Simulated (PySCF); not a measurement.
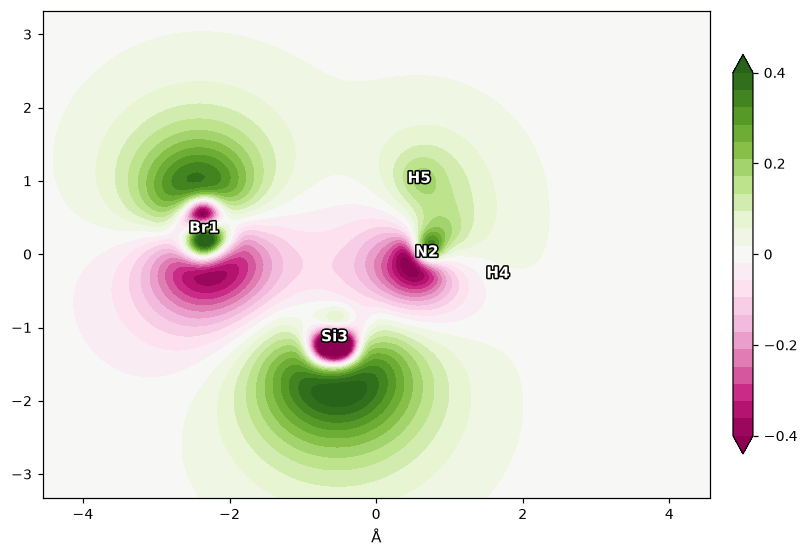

Figure 1: BrH$_{2}$NSi (SMILES N[Si]Br). The HOMO on the molecular plane (values in Å⁻³ᐟ²; the overall sign is arbitrary).

Geometry: B3LYP-D3(BJ)/6-311G**.

Level of theory: Gaussian-basis quantum chemistry of an isolated molecule with PySCF, energy and nuclear gradient, functional PBE0 in PySCF.

Input

```
# N[Si]Br
from pyscf import gto, dft

molecule = gto.M(
    atom=[
    ('Br', (2.407096, -0.914729, -0.161634)),
    ('N', (-0.564214, -0.161291, -0.177489)),
    ('Si', (0.754854, 0.412461, -1.105145)),
    ('H', (-1.496886, 0.206087, -0.317466)),
    ('H', (-0.529697, -0.871028, 0.543646)),
],
    basis='def2-tzvpd',
    verbose=3,
    charge=0,
    max_memory=3720,
)

ks = dft.RKS(molecule, xc='pbe0')
ks = ks.density_fit(auxbasis='def2-universal-jkfit')
ks.max_cycle = 100
ks.conv_tol = 1e-09
ks.grids.level = 3
ks.kernel()
if not ks.converged:
    ks = ks.newton().run(ks.mo_coeff, ks.mo_occ)

energy = ks.e_tot
print('E = %.10f Eh' % energy)
grad = ks.nuc_grad_method().kernel()
ks.analyze()
```

Run with:

```sh
OMP_NUM_THREADS=2 python job.py
```

> What is the character of this orbital?

Its weight (Hirshfeld) is mainly on Si3 (about 60 %), Br1 (about 30 %) and N2 (about 5 %); it is symmetric in the molecular plane (an in-plane orbital: σ, lone-pair or in-plane π type). Its energy is −7.21 eV.
